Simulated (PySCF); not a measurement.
O₃, SMILES `O=[O+][O-]`.

Method: HF/def2-SVPD; geometry: GFN2-xTB; program: PySCF. No frequency check shows the geometry to be a minimum.

Coordinates in Å:

```
O1       1.0725   -0.2049    0.0000
O2       0.0000    0.4098    0.0000
O3      -1.0725   -0.2049    0.0000
```

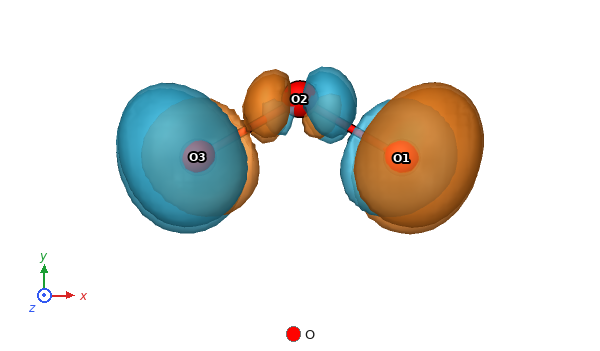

Change of the electron density in a uniform field of 0.21 V/Å, surfaces at ±0.003 e/Å³ (light blue: gain, orange: loss).

The field was applied in both directions; the picture shows the one opposite to the script's first.

Along which Cartesian direction does the field point?

Along +x: electrons gather on the −x side, against the field.

How large is the response?

The induced dipole is 0.37 D (along the field); α along this axis, from the fields in both directions, is 36 bohr³ (5.3 Å³).
